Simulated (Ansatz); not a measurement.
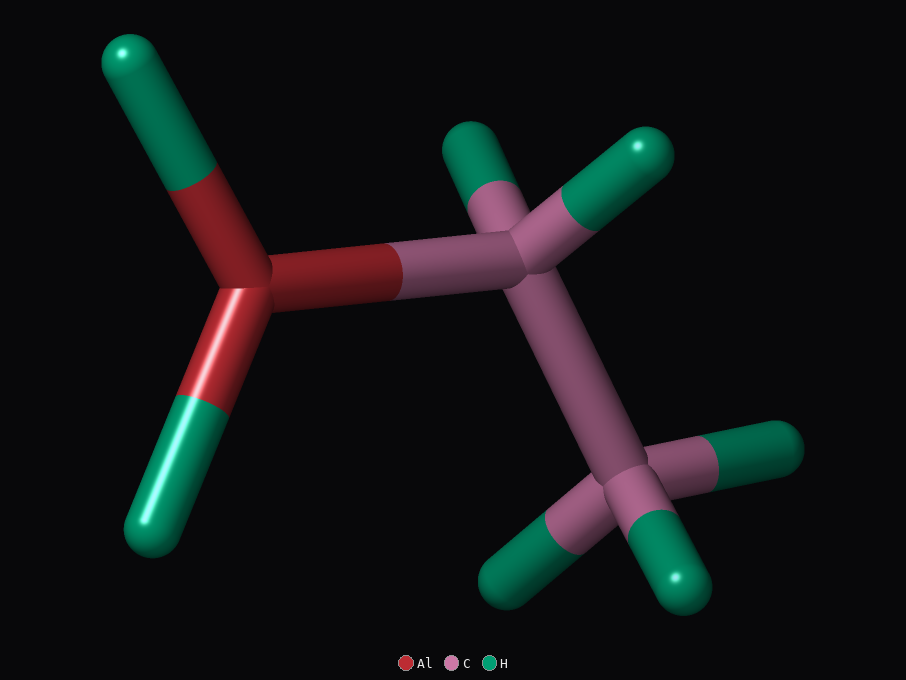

Every bond is drawn as one stick, whatever its order.

The geometry was computed by an optimisation with PBE0-D4/def2-TZVP.

> Count the atoms of each element.

C2H7Al, 10 atoms: 2 carbon, 7 hydrogen and 1 aluminium.

> How many bonds of each kind are drawn?

5 C–H, 2 Al–H, 1 C–Al, 1 C–C. Sticks follow a distance rule.

The parts below concern this one geometry. Atoms keep their numbers from picture to picture.

### Shape

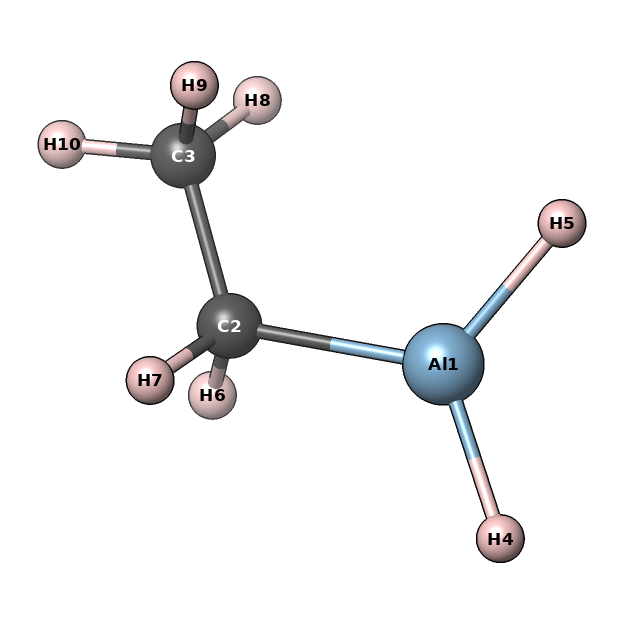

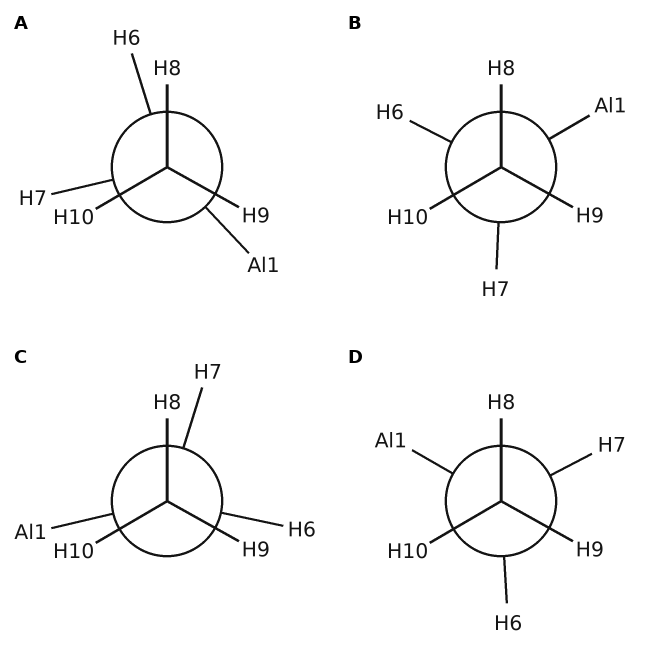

Depth is shown by fading: the farther an atom, the more it takes the colour of the background. Bonds that would overlap in a projection are set slightly apart.

> Which Newman projection shows the view along C3–C2, with C3 in front?

B. The torsion angle H8–C3–C2–Al1 is 60°, synclinal (gauche).

### Electronic properties

Level of theory: RKS PBE0-D4/def2-TZVP (Ansatz 0.2.0).

Computed properties:

- dipole moment: 0.78 D
- harmonic zero-point energy: 202.1 kJ/mol
- dispersion correction: −11.8 kJ/mol

### Vibrations

Harmonic vibrations computed with RKS PBE0-D4/def2-TZVP (Ansatz 0.2.0) at a stationary point of the same level.

> List the wavenumbers.

24 modes: 68, 189, 189, 450, 495, 611, 666, 791, 925, 963, 1043, 1222, 1249, 1409, 1431, 1489, 1501, 1902, 1907, 3011, 3036, 3043, 3098, 3109 cm⁻¹.

### Charges

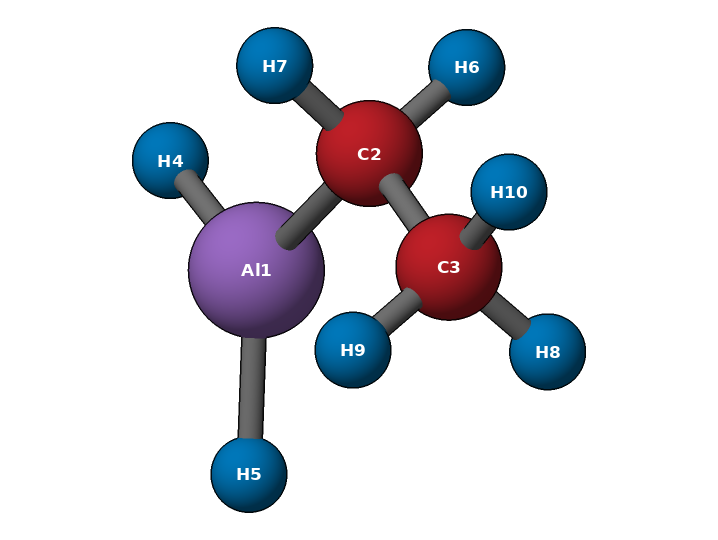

The questions are on Mulliken charges. Method: RKS PBE0-D4/def2-TZVP (Ansatz 0.2.0).

> Which atom carries the highest charge (most positive or least negative)?

Al1 (0.37 e).

> And the lowest?

C2 (−0.43 e).

List the Mulliken charges.

```csv
atom,value (e)
Al1,0.37
C2,−0.43
C3,−0.35
H4,−0.10
H5,−0.10
H6,0.13
H7,0.13
H8,0.12
H9,0.12
H10,0.12
```

Mulliken values depend strongly on the basis set and can even reverse the polarity of a bond.
